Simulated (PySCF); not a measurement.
# NMR shielding calculation of CH₇ClFOPSi₂

CH₇ClFOPSi₂, SMILES CO[Si](F)(Cl)P[SiH3], computed with GIAO PBE0/pcSseg-1 NMR shielding, non-relativistic, gas phase (PySCF 2.14.0).

The geometry comes from this level: PBE0-D3(BJ)/def2-SVP. Figures and captions count atoms from 1; the log counts them from 0 in places.

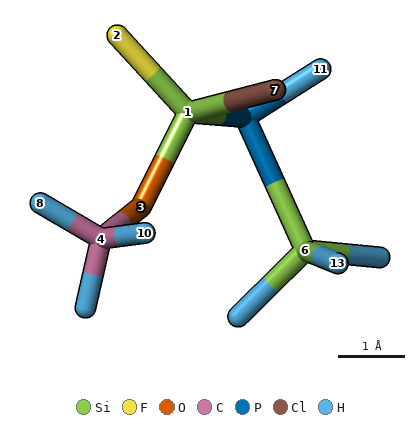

Fig. 1: The structure as given in the input (stick view, seen at a tilt; atoms are numbered from 1 in the order of the input).

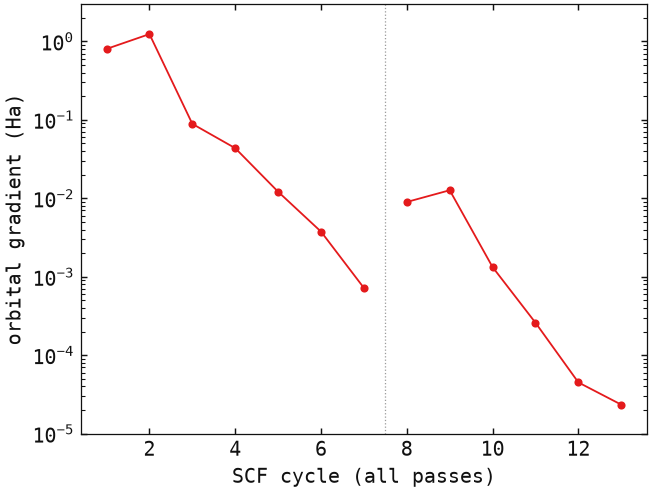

Fig. 2: Convergence of the self-consistent field: orbital gradient against the SCF cycle. The dotted line marks the change from a coarse to the final integration grid. The first 7 cycles use a coarse grid, the final grid takes over at cycle 8, and the field converges after 13 cycles in all.

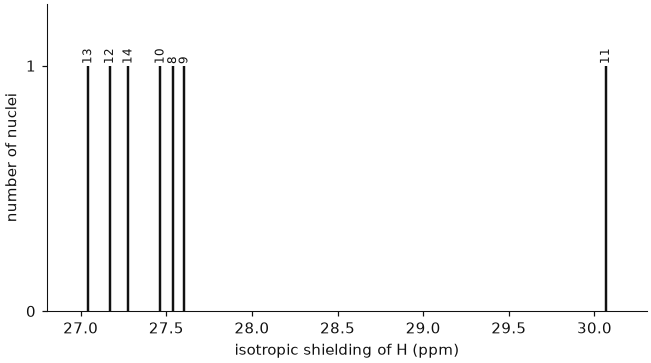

Fig. 3: Isotropic shieldings of the hydrogen nuclei in this fixed geometry, labelled by atom number; shielding grows to the right, so chemical shift grows to the left. The least shielded is H13 (27.0 ppm), the most shielded H11 (30.1 ppm).

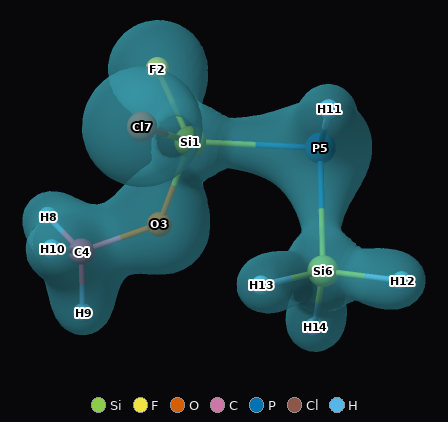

Fig. 4: Isosurface of the total electron density at 0.5 e/Å³ (cyan), seen at a tilt. At this value the surface is in one piece. On the grid the lowest density along these lines, outside the cores, is 1.7 e/Å³ (C–O, 1.41 Å), 0.9 e/Å³ (Si–F, 1.62 Å), 1 e/Å³ (Si–O, 1.64 Å) and 0.65 e/Å³ (Si–Cl, 2.06 Å).

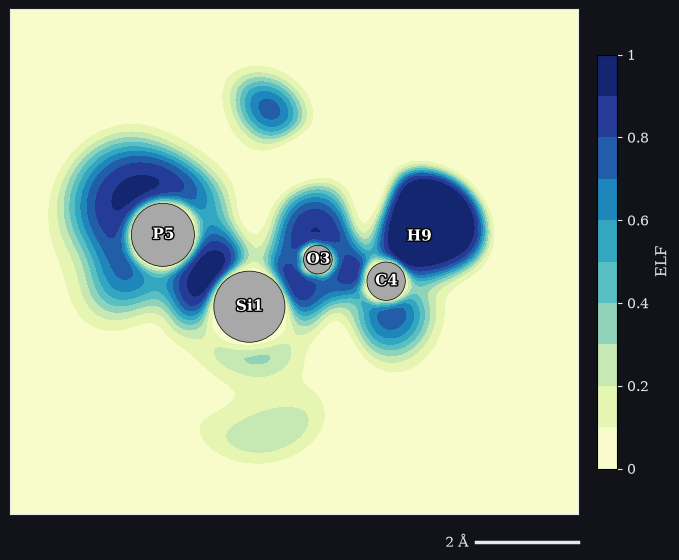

Fig. 5: ELF on the plane of atoms Si1, O3 and C4. Grey discs, where drawn, cover atomic cores. C–O (1.41 Å): the ELF peaks at about 0.90 between the atoms, which marks a polar covalent bond. C–H (1.10 Å): the ELF climbs to about 1 towards the hydrogen, as it does in any bond to H; a covalent bond by its length.

The input that produced these results follows, with the program's output.

**Input**
```
{"job": {"kind": "nmr", "xc": "PBE0", "basis": "pcSseg-1"}, "charge": 0, "multiplicity": 1}
Si    -0.618152     1.271742    -0.809353
F     -1.676511     1.850624    -1.885837
O     -0.832490    -0.340572    -0.625580
C     -1.958525    -1.009671    -0.109504
P      1.475446     1.525332    -1.506377
Si     2.305390     0.121723     0.078791
Cl    -1.088408     2.239597     0.949715
H     -2.816144    -0.931723    -0.797642
H     -1.702464    -2.071109     0.014520
H     -2.252792    -0.598993     0.870762
H      1.670600     2.717117    -0.744106
H      3.736919     0.499488     0.272921
H      1.588301     0.215896     1.384490
H      2.219783    -1.264337    -0.458172
```

The first line tells a small driver script what to run in PySCF; the rest is the geometry in Å.

Command:
```bash
OMP_NUM_THREADS=1 python <driver script> task.json out
```

**Log**
```
coarse grid: 14096 points
cycle   1  E = -1597.0943696461  dE =  5.317e-01  |g| = 8.013e-01  |ddm| = 3.400e+00
cycle   2  E = -1596.9475827246  dE =  1.468e-01  |g| = 1.238e+00  |ddm| = 1.471e+00
cycle   3  E = -1597.2065934630  dE = -2.590e-01  |g| = 8.884e-02  |ddm| = 9.368e-01
cycle   4  E = -1597.2079554286  dE = -1.362e-03  |g| = 4.354e-02  |ddm| = 1.232e-01
cycle   5  E = -1597.2082999581  dE = -3.445e-04  |g| = 1.212e-02  |ddm| = 4.294e-02
cycle   6  E = -1597.2083235599  dE = -2.360e-05  |g| = 3.761e-03  |ddm| = 1.146e-02
cycle   7  E = -1597.2083256914  dE = -2.131e-06  |g| = 7.205e-04  |ddm| = 3.222e-03
final grid: 119152 points
cycle   8  E = -1597.2630385686  dE = -2.321e-05  |g| = 8.979e-03  |ddm| = 2.058e-02
cycle   9  E = -1597.2630240730  dE =  1.450e-05  |g| = 1.267e-02  |ddm| = 1.263e-02
cycle  10  E = -1597.2630520511  dE = -2.798e-05  |g| = 1.328e-03  |ddm| = 8.127e-03
cycle  11  E = -1597.2630523921  dE = -3.410e-07  |g| = 2.595e-04  |ddm| = 1.259e-03
cycle  12  E = -1597.2630524073  dE = -1.512e-08  |g| = 4.505e-05  |ddm| = 2.516e-04
cycle  13  E = -1597.2630524075  dE = -2.428e-10  |g| = 2.345e-05  |ddm| = 4.862e-05
converged SCF energy = -1597.2630524075

GIAO shielding tensors (ppm)
atom      isotropic    diamagn.    paramagn.     s11        s22        s33       span
  0 Si     353.531     878.595    -525.064    319.467    338.725    402.402     82.935
  1 F      279.949     467.571    -187.622    225.528    265.149    349.169    123.641
  2 O      267.672     401.859    -134.188    196.494    294.731    311.790    115.296
  3 C      132.013     241.713    -109.700    103.975    107.651    184.412     80.437
  4 P      602.842     969.246    -366.403    548.188    566.348    693.991    145.803
  5 Si     424.166     880.310    -456.145    401.138    418.307    453.052     51.915
  6 Cl     863.127    1149.983    -286.856    750.889    810.450   1028.041    277.152
  7 H       27.539      27.074       0.464     22.804     24.919     34.893     12.089
  8 H       27.605      28.627      -1.021     23.009     25.187     34.620     11.612
  9 H       27.466      29.078      -1.612     22.455     26.284     33.659     11.204
 10 H       30.066      29.991       0.075     24.829     27.499     37.870     13.041
 11 H       27.170      28.494      -1.324     23.445     24.495     33.570     10.125
 12 H       27.043      30.373      -3.330     22.842     27.464     30.823      7.981
 13 H       27.278      29.756      -2.478     23.849     25.200     32.784      8.935
```

**Results in brief**

| quantity | value |
| --- | --- |
| outcome | converged |
| total energy | −1597.263052 hartree |
| HOMO | −7.91 eV |
| LUMO | −0.27 eV |
| dipole moment | 1.99 D |
| isotropic shielding, Si | 353.5 to 424.2 ppm |
| isotropic shielding, F | 279.9 ppm |
| isotropic shielding, O | 267.7 ppm |
| isotropic shielding, C | 132.0 ppm |
| isotropic shielding, P | 602.8 ppm |
| hardware | 1 CPU thread, shared host |
| wall time | 38 s |
| peak memory | 1 GiB |
